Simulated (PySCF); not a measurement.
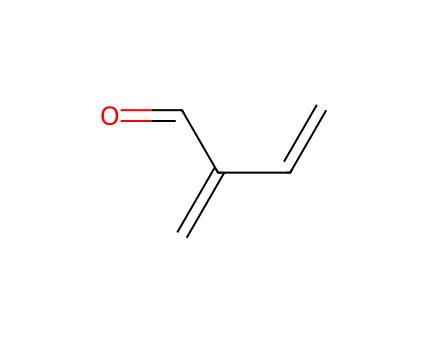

2D structure.

Question: Transcribe the drawing into SMILES.

Answer: C=CC(=C)C=O

Question: What is the molecular formula?

Answer: C5H6O.

More results for the same structure follow; atom numbers are the same in all pictures, views and colours differ. The geometry was computed by an optimisation with PBE0-D3(BJ)/def2-SVP. No frequency run is at hand to confirm it as a minimum.

## Shape

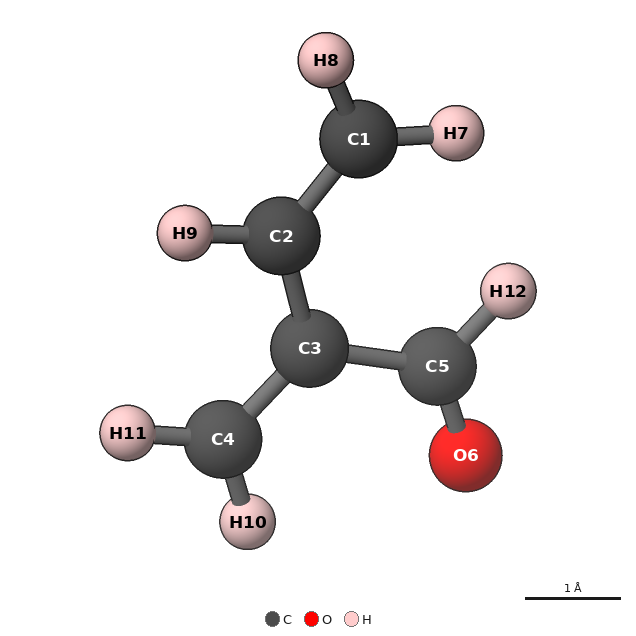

The atoms are numbered. No frequency run is at hand to confirm it as a minimum.

Estimate the angles C2–C1–H7, C2–C1–H8, C1–C2–C3, C1–C2–H9, C3–C2–H9, C2–C3–C4, C2–C3–C5, C4–C3–C5, C3–C4–H10, C3–C4–H11, C3–C5–O6, C3–C5–H12, O6–C5–H12.

```json
{"angle": "C2–C1–H7", "degrees": "123.4"}
{"angle": "C2–C1–H8", "degrees": "120.3"}
{"angle": "C1–C2–C3", "degrees": "127.5"}
{"angle": "C1–C2–H9", "degrees": "118.1"}
{"angle": "C3–C2–H9", "degrees": "114.5"}
{"angle": "C2–C3–C4", "degrees": "121.9"}
{"angle": "C2–C3–C5", "degrees": "120.8"}
{"angle": "C4–C3–C5", "degrees": "117.4"}
{"angle": "C3–C4–H10", "degrees": "119.7"}
{"angle": "C3–C4–H11", "degrees": "121.6"}
{"angle": "C3–C5–O6", "degrees": "123.9"}
{"angle": "C3–C5–H12", "degrees": "115.9"}
{"angle": "O6–C5–H12", "degrees": "120.1"}
```

## Levels of theory compared

No frequency run is at hand to confirm it as a minimum. Program: PySCF 2.14.0.

Tabulate dipole (D), HOMO energy (eV), HOMO–LUMO gap (eV) at these levels: B3LYP/pcJ-1; PBE0/pcSseg-1; ωB97X-D/def2-SVPD; ωB97X-D/pcSseg-2.

```tsv
level	dipole (D)	HOMO energy (eV)	HOMO–LUMO gap (eV)
B3LYP/pcJ-1	2.70	−7.06	4.81
PBE0/pcSseg-1	2.68	−7.28	5.23
ωB97X-D/def2-SVPD	2.82	−9.08	8.72
ωB97X-D/pcSseg-2	2.75	−9.04	8.70
```

## Polarisability

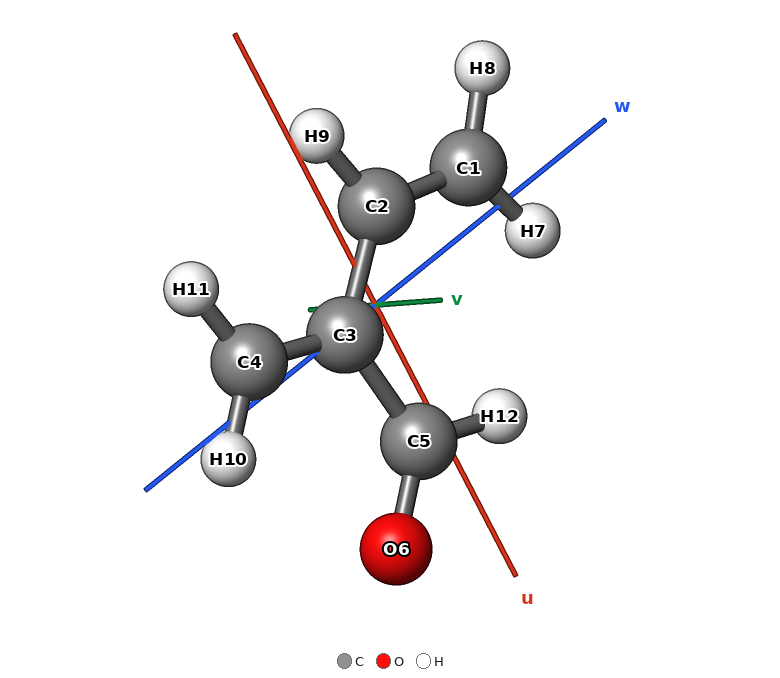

The lines u, v and w are the principal axes of the static dipole polarisability. No frequency run is at hand to confirm it as a minimum. Computed with ωB97X-D/def2-SVPD (PySCF 2.14.0).

Question: Along which axis is the molecule most polarisable, and along which least?

Answer: Most along w (in the molecular plane, at 43° to the long direction C1···O6), least along v (normal to the molecular plane).

Question: Give the three principal values.

Answer: u 66.2, v 41.1, w 94.2 bohr³; mean 67.2, anisotropy 46.0 bohr³.

## Quadrupole coupling

No frequency run is at hand to confirm it as a minimum. Electric field gradients from the ground-state density, PBE0/pcSseg-1 (PySCF 2.14.0), non-relativistic apart from any core potentials.

Give the largest field-gradient component, the quadrupole coupling constant and the asymmetry for 17O at O6 (Q = −25.6 mb), 2H at H7 (Q = 2.86 mb), 2H at H8 (Q = 2.86 mb), 2H at H9 (Q = 2.86 mb), 2H at H10 (Q = 2.86 mb).

```tsv
atom	V_zz (a.u.)	e²qQ/h (MHz)	η
O6	−2.028	12.20	0.53
H7	0.307	0.207	0.07
H8	0.307	0.206	0.06
H9	0.295	0.199	0.08
H10	0.298	0.200	0.02
```
